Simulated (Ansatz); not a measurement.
CH$_{11}$AlB$_{2}$Si$_{2}$: several calculations on one system

**1. Relaxation**

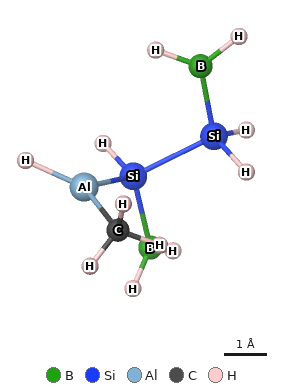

This is the input geometry for a relaxation of CH11AlB2Si2. The picture is a ball-and-stick view, seen from a free direction.

The run prepares an end point of a later path (torsion) calculation, from a guessed geometry.

Method: RKS PBE/STO-3G (Ansatz 0.2.0).

The input:
```yaml
crystal:
  periodic: [false, false, false]
  atoms:
    - { symbol: B, position_ang: [0.951, 1.8951, -2.0015] }
    - { symbol: Si, position_ang: [1.5756, 1.0172, -0.4472] }
    - { symbol: Si, position_ang: [0.6658, -1.0262, -0.3684] }
    - { symbol: B, position_ang: [1.4314, -1.9217, 1.2247] }
    - { symbol: Al, position_ang: [-1.6439, -0.8439, -0.242] }
    - { symbol: C, position_ang: [-2.456, 0.1948, 1.2808] }
    - { symbol: H, position_ang: [0.1667, 1.3985, -2.729] }
    - { symbol: H, position_ang: [1.2849, 3.0633, -2.249] }
    - { symbol: H, position_ang: [1.2016, 1.7825, 0.8042] }
    - { symbol: H, position_ang: [3.0462, 0.9217, -0.5022] }
    - { symbol: H, position_ang: [1.0655, -1.7859, -1.535] }
    - { symbol: H, position_ang: [0.62, -2.2851, 2.0772] }
    - { symbol: H, position_ang: [2.4679, -2.0806, 1.3509] }
    - { symbol: H, position_ang: [-2.5988, -1.4799, -1.3293] }
    - { symbol: H, position_ang: [-3.1258, -0.505, 1.866] }
    - { symbol: H, position_ang: [-3.0334, 1.0664, 0.8989] }
    - { symbol: H, position_ang: [-1.6376, 0.5884, 1.941] }
basis:
  gaussian: { orbitals: STO-3G }
hamiltonian:
  xc: pbe
relax:
  f_tol: 0.015
  max_steps: 40
```

Command:
```bash
ansatz run input.yaml --threads 1 --pin off --max-ram 2048MiB --backend cpu --events-out ev --progress --plain --runs-dir out
```

> Where does the relaxation end?

The atom that moves furthest after the best rigid fit is H13 (1.38 Å). Largest moves by element: H 1.38 Å, Si 0.20 Å, C 0.16 Å, B 0.16 Å, Al 0.15 Å. Near-neighbour distances that change, for instance: B4–H13 1.056 → 1.181 Å, Al5–C6 2.014 → 1.921 Å, Al5–H14 1.581 → 1.516 Å, Si3–B4 1.981 → 1.920 Å. Among the angles between lasting bonds that change: B4–Si3–Al5 112.1° → 103.7°, Si3–B4–H12 115.8° → 121.4°, Si2–Si3–B4 106.5° → 111.4°. Groups turn about B1–Si2 by about 85°, Si3–B4 by about 80°. Over 17 accepted moves (20 points after the start) the energy falls by 25.1 kcal/mol. Largest force component: 6.4 eV/Å at the start, 0.011 eV/Å at the end. The line search rejected the trial steps at points 9, 16, 19 of the run.

History of the run:

| step | E − E(0), kcal/mol | largest force component, eV/Å | note |
| --- | --- | --- | --- |
| 0 | 0.00 | 6.3797 |  |
| 1 | -15.40 | 1.0607 |  |
| 2 | -17.28 | 0.6392 |  |
| 3 | -18.51 | 0.3290 |  |
| 4 | -19.84 | 0.1667 |  |
| 5 | -20.71 | 0.2349 |  |
| 6 | -21.64 | 0.2055 |  |
| 7 | -22.40 | 0.1318 |  |
| 8 | -22.92 | 0.3624 |  |
| 9 | -20.67 | 1.1463 | rejected |
| 10 | -23.43 | 0.2073 |  |
| 11 | -23.83 | 0.1662 |  |
| 12 | -24.30 | 0.1537 |  |
| 13 | -24.46 | 0.5849 |  |
| 14 | -25.03 | 0.0864 |  |
| 15 | -25.05 | 0.0604 |  |
| 16 | -24.92 | 0.3443 | rejected |
| 17 | -25.11 | 0.0520 |  |
| 18 | -25.13 | 0.0441 |  |
| 19 | -25.12 | 0.1065 | rejected |
| 20 | -25.13 | 0.0110 |  |

Final geometry:

```xyz
17

B     0.8686    1.9990   -1.9120
Si    1.5901    1.1705   -0.3165
Si    0.7755   -0.9549   -0.3787
B     1.3438   -1.9672    1.1507
Al   -1.5297   -0.9311   -0.1925
C    -2.3962    0.1537    1.1346
H    -0.2368    2.4161   -1.9330
H     1.4552    2.0074   -2.9369
H     1.1090    1.7949    0.9100
H     3.0465    1.1459   -0.2686
H     1.1716   -1.5873   -1.6332
H     1.3507   -1.4950    2.2325
H     1.5964   -3.1183    1.0749
H    -2.3631   -1.7840   -1.1280
H    -3.0578   -0.4548    1.7769
H    -3.0430    0.9138    0.6602
H    -1.6999    0.6909    1.7996
```

After the run, drawn alike:

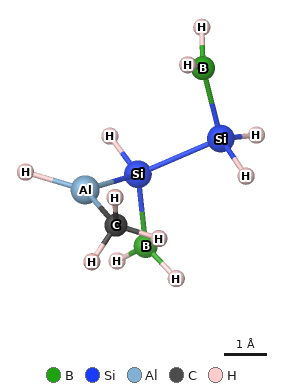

Limits of the set-up: STO-3G is a minimal basis, so the numbers are rough.

**2. Relaxation**

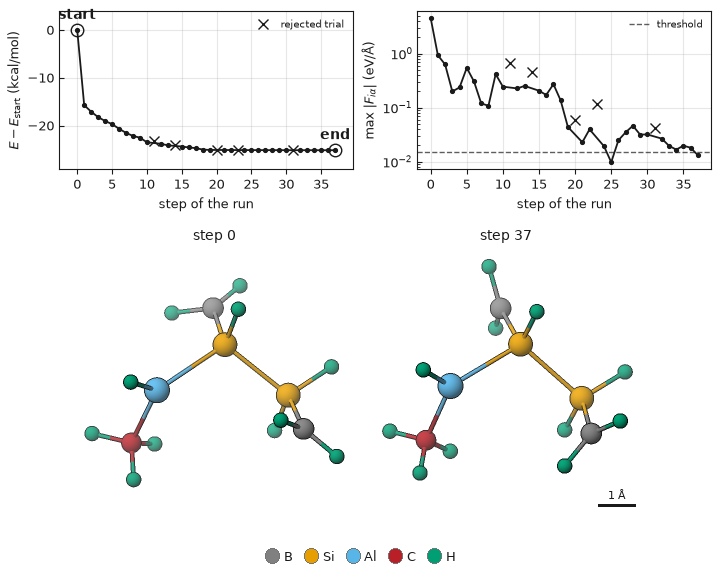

First and last geometry of a relaxation of CH$_{11}$AlB$_{2}$Si$_{2}$, with the history of the run. The picture is a ball-and-stick view, seen at a tilt.

The run prepares an end point of a later path (torsion) calculation, from a guessed geometry.

Computed with RKS PBE/STO-3G (Ansatz). Settings: no spin polarisation; force threshold 0.015 eV/Å; at most 40 steps.

Did the run converge, and what did it change?

It converged. The atom that moves furthest after the best rigid fit is an H atom (1.50 Å). Largest moves by element: H 1.50 Å, C 0.20 Å, Si 0.17 Å, B 0.17 Å, Al 0.14 Å. Near-neighbour distances that change, for instance: B–H 1.056 → 1.181 Å, Al–C 2.014 → 1.920 Å, Al–H 1.581 → 1.516 Å, B–Si 1.981 → 1.920 Å. Bond angles that change, for instance: B–Si–Al 112.1° → 104.1°, Si–B–H 115.8° → 121.3°, B–Si–Si 108.6° → 103.4°. Groups turn about B–Si by about 85°, B–Si by about 80°. The energy falls by 25.1 kcal/mol in 32 accepted moves (37 points after the start). The largest force component goes from 4.5 to 0.013 eV/Å. The line search rejected the trial steps at points 11, 14, 20, 23, 31 of the run. The forces were under the threshold at step 25, but the run went on from there. Cost: 3 min on 1 thread of Arm Neoverse V1, with other jobs on the host, peak memory 0.16 GiB.

| step | E − E(0), kcal/mol | largest force component, eV/Å | note |
| --- | --- | --- | --- |
| 0 | 0.00 | 4.5487 |  |
| 1 | -15.71 | 0.9290 |  |
| 2 | -17.09 | 0.6280 |  |
| 3 | -18.22 | 0.1989 |  |
| 4 | -19.03 | 0.2362 |  |
| 5 | -19.68 | 0.5437 |  |
| 6 | -20.66 | 0.3047 |  |
| 7 | -21.50 | 0.1199 |  |
| 8 | -22.15 | 0.1080 |  |
| 9 | -22.51 | 0.4148 |  |
| 10 | -23.48 | 0.2441 |  |
| 11 | -23.22 | 0.6643 | rejected |
| 13 | -24.12 | 0.2522 |  |
| 14 | -24.07 | 0.4506 | rejected |
| 16 | -24.56 | 0.1715 |  |
| 17 | -24.70 | 0.2709 |  |
| 19 | -25.08 | 0.0439 |  |
| 20 | -25.08 | 0.0591 | rejected |
| 21 | -25.10 | 0.0229 |  |
| 23 | -25.07 | 0.1157 | rejected |
| 24 | -25.12 | 0.0193 |  |
| 26 | -25.12 | 0.0249 |  |
| 27 | -25.12 | 0.0350 |  |
| 28 | -25.13 | 0.0462 |  |
| 30 | -25.13 | 0.0319 |  |
| 31 | -25.13 | 0.0426 | rejected |
| 33 | -25.14 | 0.0197 |  |
| 34 | -25.14 | 0.0167 |  |
| 36 | -25.14 | 0.0181 |  |
| 37 | -25.14 | 0.0131 |  |

Limits of the set-up: STO-3G is a minimal basis, so the numbers are rough.

**3. Path**

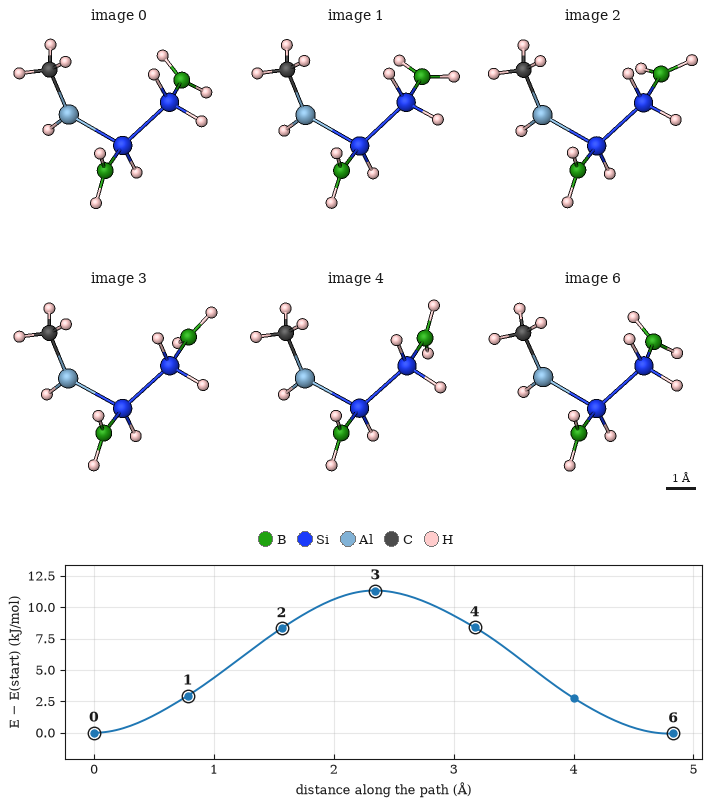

NEB run on CH₁₁AlB₂Si₂. Images are numbered from 0 (start) to 6 (end). The picture is a ball-and-stick view, seen at a tilt.

All numbers below come from RKS PBE/STO-3G (Ansatz 0.2.0).

The input:
```yaml
crystal:
  periodic: [false, false, false]
  atoms:
    - { symbol: B, position_ang: [0.865887, 2.013271, -1.898218] }
    - { symbol: Si, position_ang: [1.578608, 1.191373, -0.29538] }
    - { symbol: Si, position_ang: [0.792323, -0.944142, -0.370734] }
    - { symbol: B, position_ang: [1.355069, -1.951641, 1.163899] }
    - { symbol: Al, position_ang: [-1.515053, -0.950357, -0.212428] }
    - { symbol: C, position_ang: [-2.411451, 0.120955, 1.10575] }
    - { symbol: H, position_ang: [-0.244483, 2.416165, -1.932018] }
    - { symbol: H, position_ang: [1.464627, 2.030891, -2.915965] }
    - { symbol: H, position_ang: [1.074675, 1.807466, 0.9261] }
    - { symbol: H, position_ang: [3.034548, 1.185454, -0.229876] }
    - { symbol: H, position_ang: [1.211673, -1.569314, -1.621329] }
    - { symbol: H, position_ang: [1.342828, -1.481243, 2.246438] }
    - { symbol: H, position_ang: [1.623384, -3.099315, 1.089357] }
    - { symbol: H, position_ang: [-2.326068, -1.812305, -1.159213] }
    - { symbol: H, position_ang: [-3.072908, -0.497079, 1.73908] }
    - { symbol: H, position_ang: [-3.062268, 0.873479, 0.624713] }
    - { symbol: H, position_ang: [-1.730291, 0.665942, 1.779925] }
basis:
  gaussian: { orbitals: STO-3G }
hamiltonian:
  xc: pbe
neb:
  order_check: false
  images: 5
  f_tol: 0.05
  max_iterations: 60
  initial_path: idpp
  final_atoms:
    - { symbol: B, position_ang: [0.8287948, 2.01016104, -1.8588225] }
    - { symbol: Si, position_ang: [1.62093028, 1.17471234, -0.30165962] }
    - { symbol: Si, position_ang: [0.8022773, -0.94907535, -0.3664792] }
    - { symbol: B, position_ang: [1.33634272, -1.94574152, 1.18580517] }
    - { symbol: Al, position_ang: [-1.50775167, -0.91935055, -0.24992431] }
    - { symbol: C, position_ang: [-2.41408283, 0.12707113, 1.08088522] }
    - { symbol: H, position_ang: [1.36974729, 2.03194562, -2.90810459] }
    - { symbol: H, position_ang: [-0.28209148, 2.41271164, -1.829756] }
    - { symbol: H, position_ang: [1.1861798, 1.78196533, 0.95038285] }
    - { symbol: H, position_ang: [3.07795901, 1.14725396, -0.3112415] }
    - { symbol: H, position_ang: [1.23429132, -1.58920708, -1.60530039] }
    - { symbol: H, position_ang: [1.31274038, -1.46286943, 2.26271578] }
    - { symbol: H, position_ang: [1.60281358, -3.09462978, 1.12720004] }
    - { symbol: H, position_ang: [-2.3117117, -1.75113153, -1.2291121] }
    - { symbol: H, position_ang: [-2.95267437, -0.52579951, 1.79141432] }
    - { symbol: H, position_ang: [-3.17777419, 0.78216659, 0.62555011] }
    - { symbol: H, position_ang: [-1.74489023, 0.76941711, 1.67654771] }
```

Command:
```bash
ansatz run input.yaml --threads 1 --pin off --max-ram 2048MiB --backend cpu --events-out ev --progress --plain --runs-dir out
```

> What happens along the path, and what is the barrier?

The motion is a rotation about the B–Si bond by about 180°. No bond forms or breaks between the ends. Bond angles that change up to the highest image, for instance: B–Si–Si 104.1° → 116.2°, B–Si–H 114.0° → 106.0°. The two ends have nearly the same energy, and the highest point, image 3, lies 11.3 kJ/mol above the start. The band converged in 8 iterations. The largest component of the band force went from 1.9 to 0.032 eV/Å. The climbing image converged on the top of the path. Its vibrational analysis gives one imaginary mode (177i cm⁻¹), as a transition state must have.

Limits of the set-up: STO-3G is a minimal basis, so the numbers are rough.

Cost: 3.2 min on 1 thread of Arm Neoverse V1, with other jobs on the host, peak memory 0.12 GiB.
